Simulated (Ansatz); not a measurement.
**AsH₃OZn + H₂S: a complex and its separated parts**

The complex below is one end of an elementary step. How strongly is it bound against its free parts?

The runs use Ansatz 0.2.0, Gaussian basis; PBE0-D4/def2-TZVP structures, single points in def2-TZVPP, no counterpoise correction.

Levels: SPW92, PBE-D4, BLYP-D4, r2SCAN-D4, B97M-V, PBE0-D4, B3LYP-D4, r2SCAN0-D4, BHLYP-D4, CAM-B3LYP-D4, wB97X-V, wB97M-V, B2PLYP, PBE-QIDH, RPA on PBE, Hartree-Fock, MP2, CCSD, CCSD(T).

Cores are frozen in the correlated methods. The 3s and 3p shells of Cu and Zn are frozen; filled d shells are correlated. B3LYP uses VWN-RPA correlation. B2PLYP carries no dispersion term here.

94 further runs of the same task are left out: 94 set aside as unsound or not needed. Runs told in other sessions of the task aren't counted.

### Step 1. The system as given

The complex: 9 atoms, charge 0, spin multiplicity 1.

Atoms are counted from 1 here; the program's logs count them from 0.

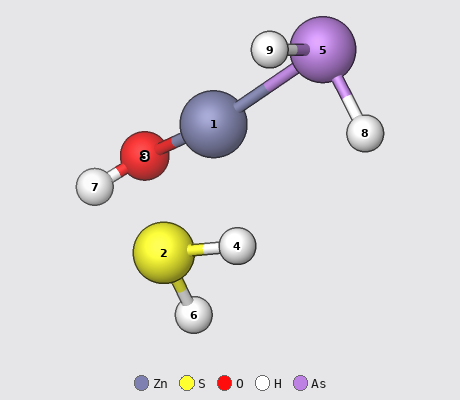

Start geometry, drawn with zinc blue, sulfur yellow, oxygen red, hydrogen white, arsenic purple; atoms are numbered from 1 in the order of the file.

Geometry (Å):

```
Zn   -1.0780    0.2368   -0.3115
S     1.6644   -0.4016   -0.7824
O    -1.4054    1.0214   -1.9003
H     1.9247   -0.4490    0.5334
As   -1.4351   -0.4823    1.9280
H     1.9996    0.8955   -0.8717
H    -0.8383    0.7514   -2.6233
H    -0.1497    0.2094    2.3789
H    -0.6823   -1.7815    1.6490
```

Its parts: AsH₃OZn holds atoms 1, 3, 5, 7, 8, 9; H₂S holds atoms 2, 4, 6. Each part counts its atoms afresh in its own runs.

### Step 2. Relaxing AsH₃OZn alone

Input file relax-a/in.yaml:

```yaml
crystal:
  periodic: [false, false, false]
  atoms:
    - {symbol: Zn, position_ang: [-1.078009, 0.236787, -0.311547]}
    - {symbol: O, position_ang: [-1.405433, 1.021418, -1.900313]}
    - {symbol: As, position_ang: [-1.435061, -0.482306, 1.927969]}
    - {symbol: H, position_ang: [-0.838287, 0.751352, -2.623277]}
    - {symbol: H, position_ang: [-0.149654, 0.209419, 2.378920]}
    - {symbol: H, position_ang: [-0.682264, -1.781484, 1.648953]}
basis:
  gaussian: {orbitals: def2-TZVP}
hamiltonian: {xc: pbe0, dispersion: d4}
relax: {f_tol: 0.005, max_steps: 200}
```

Command:

```console
$ ansatz run in.yaml --threads 8 --pin off --events-out ev --progress --plain --max-ram 19148MiB
```

The runs that follow: Relaxing H₂S alone; SPW92/def2-TZVPP; PBE-D4/def2-TZVPP; BLYP-D4/def2-TZVPP; r2SCAN-D4/def2-TZVPP; B97M-V/def2-TZVPP; PBE0-D4/def2-TZVPP; B3LYP-D4/def2-TZVPP; r2SCAN0-D4/def2-TZVPP; BHLYP-D4/def2-TZVPP; CAM-B3LYP-D4/def2-TZVPP; wB97X-V/def2-TZVPP; wB97M-V/def2-TZVPP; B2PLYP/def2-TZVPP; PBE-QIDH/def2-TZVPP; RPA on PBE/def2-TZVPP; CCSD(T)/def2-TZVPP; Vibrations of AsH₃OZn; Vibrations of H₂S.

Before running it: what results should come out? Wanted: complex less parts, CCSD(T)/def2-TZVPP; with zero-point energy; largest T1 diagnostic.

The runs gave:

```
                              quantity         value
complex less parts, CCSD(T)/def2-TZVPP  -16.7 kJ/mol
                with zero-point energy  -11.6 kJ/mol
                 largest T1 diagnostic         0.015
```

What this shows: At CCSD(T) the complex lies 16.7 kJ/mol below its parts. The functionals run from B97M-V, off by -0.9 kJ/mol, to SPW92, off by -16.5 kJ/mol, against CCSD(T). Mean unsigned error by rung: LDA 16.5, GGA 3.6, meta-GGA 3.8, hybrid 5.5, range-separated hybrid 3.4, double hybrid 3.9 kJ/mol. The double hybrids carry no dispersion term here, unlike the levels marked D4 or V. PBE-D4 gives a relative energy 6.0 kJ/mol too low, outside chemical accuracy (1 kcal/mol, 4.2 kJ/mol). No counterpoise was applied, and triple zeta lacks some correlation, so the CCSD(T) reference has a basis error of its own, and close matches with it are partly luck.
